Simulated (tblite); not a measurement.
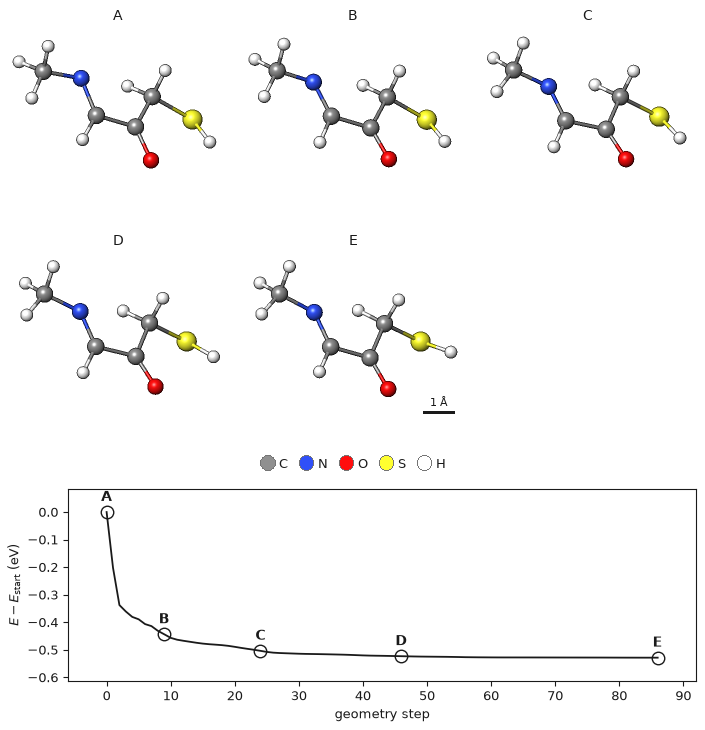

Frames of a relaxation of C4H7NOS (charge +1, multiplicity 2), marked on the history of the run. Style: ball-and-stick. Shown at a tilt.

All numbers below come from GFN2-xTB geometry optimisation, gas phase in tblite. 

### Describe the path.

Over 86 geometry steps the energy falls by 0.528 eV. An H atom moves most after the best rigid fit: 0.56 Å. Largest moves by element: H 0.56 Å, N 0.31 Å, S 0.26 Å, C 0.23 Å, O 0.16 Å. Near-neighbour distances that change, for instance: C–N 1.306 → 1.243 Å, C–N 1.452 → 1.393 Å, C–O 1.240 → 1.188 Å, C–C 1.500 → 1.535 Å. Bond angles that change, for instance: C–N–C 113.9° → 133.6°, C–C–O 115.7° → 123.2°, C–C–C 117.1° → 112.7°. Groups turn about C–S by about 25°. Cost: 0.52 s on 1 thread of Arm Neoverse V1, with other jobs on the host. From step 0 to 9: the N atom moves most (0.17 Å), energy −0.444 eV. From step 9 to 24: an H atom moves most (0.19 Å), energy −0.060 eV. From step 24 to 46: an H atom moves most (0.25 Å), energy −0.019 eV. From step 46 to 86: an H atom moves most (0.18 Å), energy −0.005 eV.
